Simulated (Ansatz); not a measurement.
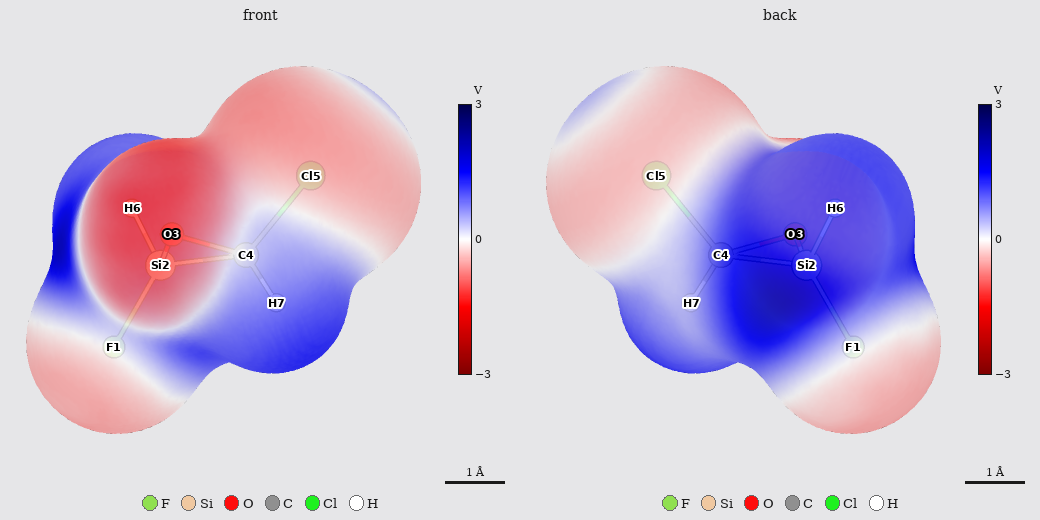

CH$_{2}$ClFOSi. The electrostatic potential painted on the density surface at 0.002 e/bohr³, seen from the front and from behind; red is negative and blue positive.

All numbers below come from RKS LDA/cc-pVDZ (Ansatz).

```xyz
7

F    -1.1471   -1.5622    1.2483
Si   -0.2420   -0.2686    0.8399
O     1.0637   -0.5909   -0.2118
C     0.0805    0.2134   -0.8871
Cl    0.6403    1.8454   -1.3012
H     0.0246    0.5570    2.0528
H    -0.3588   -0.2622   -1.7866
```

> Which sites attract a positive test charge, and which a negative one?

A positive charge is drawn to the negative regions and a negative charge to the positive ones. The most negative region (about −1.1 V) lies over O3, the most positive (about +2.0 V) over Si2. Cl5 shows a σ-hole: about +0.4 V at the tip opposite its bond, against about −0.4 V on its flanks. O3 is the likeliest acceptor of a hydrogen bond.
